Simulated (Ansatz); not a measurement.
**What x(Ga) = 0.25, 8 atoms, P-43m does to InAs**

The reference is InAs in the zinc blende structure (space group F-43m, No. 216; a = 6.186 Å).

The other end (x = 1) is GaAs in the zinc blende structure (space group F-43m, No. 216): 23.71 Å³/atom, gap 0.16 eV.

Perturbation: a fraction x = 0.25 of the In sites is given to Ga, ordered in a cell of 8 atoms (starting symmetry P-43m) and fully relaxed.

Method: PBE/PAW in Ansatz (a quantum-chemistry and plane-wave program), no spin-orbit coupling. k-mesh 6×6×6 (Γ-centred); smearing 0.05 eV (Fermi–Dirac), for the changed cell.

The volume per atom drops by 1.548 Å³ to 28.05 Å³ and the density decreases by 0.04 g/cm³ to 5.28 g/cm³. The band gap remains zero and the mixing energy amounts to +0.01 eV/atom (to 0.01 eV only: unlike meshes or grids). The deviation of the volume from the linear (Vegard-type) interpolation comes out as -0.3 % and the mean first-shell distances comes out as In–As 2.668 Å (end compound 2.679 Å), Ga–As 2.525 Å (end compound 2.488 Å).

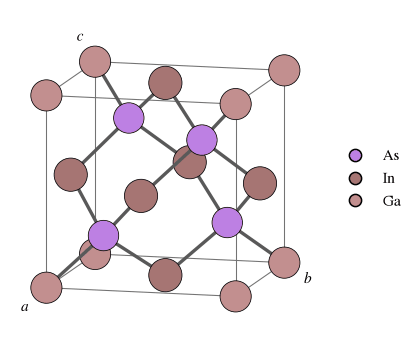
Figure. The relaxed conventional cell after the change

Each cell is one ordered arrangement of few atoms, which overstates ordering effects compared with a random alloy. No phonon test of stability was made. The final runs are not spin-polarised. A zero or small gap of In3GaAs4, InAs and GaAs can be the functional's error rather than a property of the material.
